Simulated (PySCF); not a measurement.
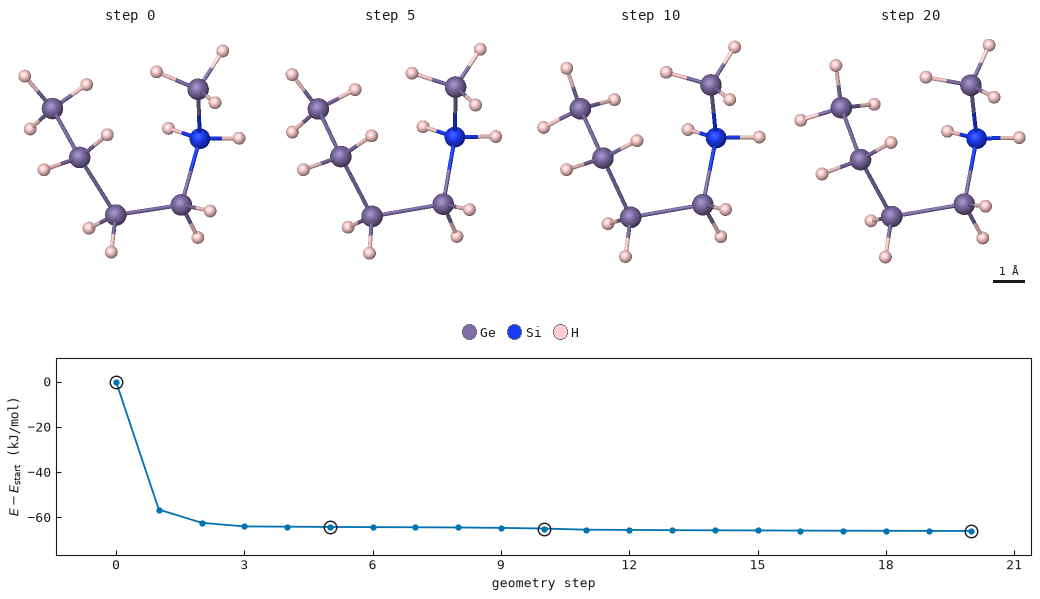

Frames of a relaxation of Ge5SiH14, marked on the history of the run. A ball-and-stick model, seen at a tilt.

The start comes from GFN2-xTB. Its atoms were then displaced at random by about 0.03 Å.

The calculation used PySCF 2.14.0, density-fitted response routines, PBE0-D3(BJ)/def2-SVP geometry optimisation, gas phase. 

> What happens along the run?

The energy falls by 66.1 kJ/mol in 20 geometry steps. The atom that moves furthest after the best rigid fit is an H atom (1.08 Å). Largest moves by element: H 1.08 Å, Ge 0.31 Å, Si 0.14 Å. Some distances before and after: Ge–Ge 2.252 → 2.426 Å, Ge–H 1.446 → 1.541 Å, H–Si 1.406 → 1.497 Å, Ge–H 1.593 → 1.543 Å. Bond angles that change, for instance: H–Ge–H 100.8° → 107.8°, Ge–Ge–Ge 117.1° → 110.3°, Si–Ge–H 116.5° → 109.8°. Groups turn about Ge–Ge by about 30°. The run took 9.7 min on 2 threads of Intel(R) Xeon(R) 6975P-C (shared host). From step 0 to 5: an H atom moves most (0.35 Å), energy −64.3 kJ/mol. From step 5 to 10: an H atom moves most (0.53 Å), energy −0.70 kJ/mol. From step 10 to 20: an H atom moves most (0.31 Å), energy −1.06 kJ/mol.

```csv
step,"E − E(0), kJ/mol"
0,0.00
1,-56.59
2,-62.44
3,-64.06
4,-64.17
5,-64.29
6,-64.38
7,-64.43
8,-64.52
9,-64.70
10,-65.00
11,-65.50
12,-65.61
13,-65.71
14,-65.78
15,-65.83
16,-65.90
17,-65.95
18,-65.99
19,-66.03
20,-66.06
```
